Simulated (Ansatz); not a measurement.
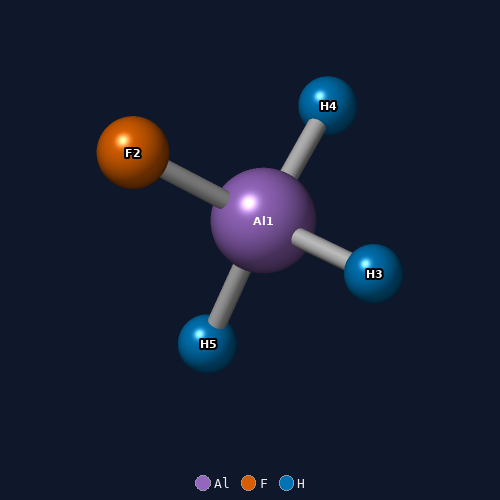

The system is [AlFH3]-, charge −1; the picture shows the reference structure. Coordinates scanned: (1) bond length Al1–H4; (2) angle H4–Al1–F2. Nothing is relaxed (all other coordinates rigid). Grid: 15 × 15 points. Points are written as (first, second). Energies: kJ/mol, counted from the lowest grid point. The reference is spin-restricted, which grows unreliable where a bond is stretched far. These are results of RKS PBE0-D4/def2-TZVPD in Ansatz 0.2.0, not measurements.

Its coordinates:

```xyz
5

Al   -0.0002    0.0004   -0.0306
F     0.0114   -0.0195    1.6901
H     1.5534    0.0115   -0.5637
H    -0.7866    1.3523   -0.5323
H    -0.7780   -1.3446   -0.5636
```

Range: bond length Al1–H4 from 1.347 to 2.464 Å; angle H4–Al1–F2 from 73.6 to 143.6°.

Q: What will the energy surface look like?

A: The lowest grid point is at (1.666 Å, 108.6°). It is the only kind of minimum in the scanned range. The highest grid point, (2.464 Å, 73.6°), lies 181 kJ/mol above the lowest. Round the minimum the two coordinates are nearly uncoupled.

| angle H4–Al1–F2 ↓, bond length Al1–H4 → | 1.347 | 1.427 | 1.506 | 1.586 | 1.666 | 1.746 | 1.826 | 1.905 | 1.985 | 2.065 | 2.145 | 2.224 | 2.304 | 2.384 | 2.464 |
| --- | --- | --- | --- | --- | --- | --- | --- | --- | --- | --- | --- | --- | --- | --- | --- |
| 143.6 | 134 | 98 | 77 | 67 | 64 | 66 | 73 | 81 | 92 | 104 | 116 | 129 | 142 | 155 | 167 |
| 138.6 | 116 | 81 | 60 | 50 | 47 | 50 | 57 | 66 | 77 | 90 | 103 | 116 | 130 | 143 | 156 |
| 133.6 | 101 | 66 | 45 | 35 | 33 | 36 | 44 | 53 | 65 | 78 | 91 | 105 | 119 | 133 | 147 |
| 128.6 | 89 | 53 | 33 | 23 | 21 | 25 | 33 | 43 | 55 | 68 | 82 | 96 | 111 | 125 | 139 |
| 123.6 | 79 | 44 | 23 | 14 | 12 | 16 | 24 | 34 | 46 | 60 | 74 | 89 | 104 | 118 | 132 |
| 118.6 | 72 | 37 | 17 | 7 | 6 | 10 | 18 | 28 | 41 | 54 | 69 | 84 | 99 | 113 | 128 |
| 113.6 | 67 | 32 | 12 | 3 | 1 | 6 | 14 | 24 | 37 | 51 | 66 | 81 | 96 | 111 | 125 |
| 108.6 | 66 | 31 | 11 | 1 | 0 | 4 | 13 | 23 | 36 | 50 | 65 | 80 | 95 | 110 | 124 |
| 103.6 | 68 | 32 | 12 | 3 | 1 | 6 | 14 | 24 | 37 | 51 | 66 | 81 | 96 | 111 | 125 |
| 98.6 | 72 | 37 | 17 | 7 | 6 | 10 | 18 | 28 | 41 | 55 | 69 | 84 | 99 | 114 | 129 |
| 93.6 | 81 | 45 | 25 | 15 | 13 | 17 | 25 | 35 | 48 | 61 | 76 | 90 | 105 | 120 | 134 |
| 88.6 | 93 | 57 | 37 | 26 | 24 | 28 | 35 | 45 | 57 | 71 | 85 | 99 | 113 | 128 | 142 |
| 83.6 | 109 | 73 | 52 | 42 | 39 | 42 | 49 | 59 | 70 | 83 | 97 | 110 | 124 | 138 | 152 |
| 78.6 | 130 | 94 | 72 | 61 | 58 | 61 | 67 | 76 | 87 | 99 | 112 | 125 | 139 | 152 | 165 |
| 73.6 | 156 | 119 | 97 | 86 | 82 | 84 | 90 | 98 | 108 | 119 | 131 | 143 | 156 | 168 | 181 |

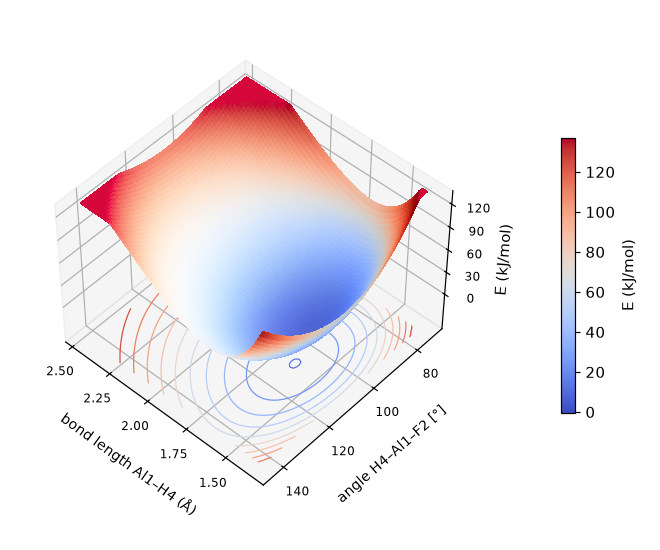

The picture shows a relief with its contours projected below, any walls above the top of the colour scale cut off. Between grid points the surface is interpolated.

Time for the 225 points that were run: 6.3 min on 1 thread of Arm Neoverse V2 (shared host).
